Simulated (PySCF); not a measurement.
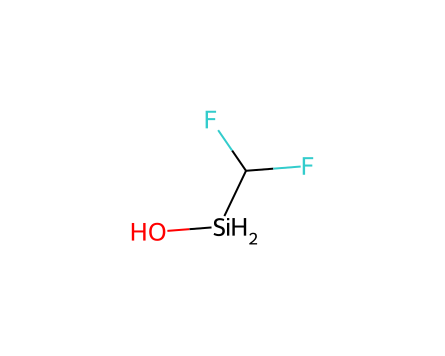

Structural formula above. Computed geometry: PBE0-D3(BJ)/def2-SVP optimisation. No frequency run is at hand to confirm it as a minimum.

Describe the 3D structure.

The molecule is CH₄F₂OSi. SMILES: `O[SiH2]C(F)F`. It has no ring. Among its groups: C–F bond, Si–H bond, Si–O bond. The point group is C1. Coordination: 1 O bent; 1 Si tetrahedral; 1 C tetrahedral.

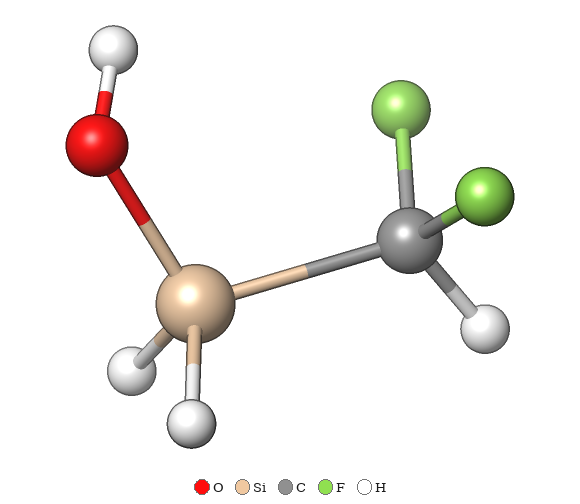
